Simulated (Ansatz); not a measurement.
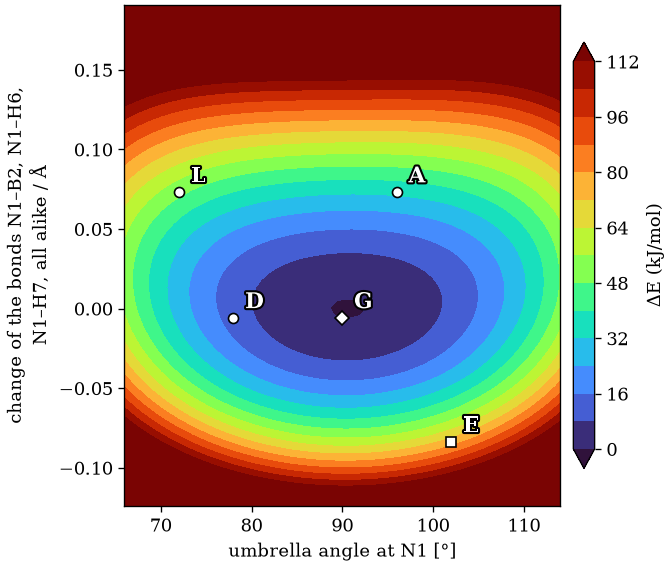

C2H5BBrN, SMILES NB1CC1Br. First axis: umbrella angle at N1 (between each of its bonds and their common axis; 90 is planar). Second axis: change of the bonds N1–B2, N1–H6, N1–H7, all alike. Nothing is relaxed (all other coordinates rigid). The grid has 9 × 9 points. Points are written as (first, second). All energies are given in kJ/mol relative to the lowest grid point. Level of theory: RKS BHLYP-D4/def2-SVP (Ansatz 0.2.0).

Drawn: filled contours, one colour for all values above the top of the scale, lettered points. Between grid points the surface is interpolated.

**Is G the lowest point of the computed grid?**

Yes. G, at (90°, −0.006 Å), has the lowest energy of the grid.

**Rank the lettered points by energy, lowest first.**

G (0 kJ/mol), D (13 kJ/mol), A (34 kJ/mol), L (50 kJ/mol), E (76 kJ/mol).
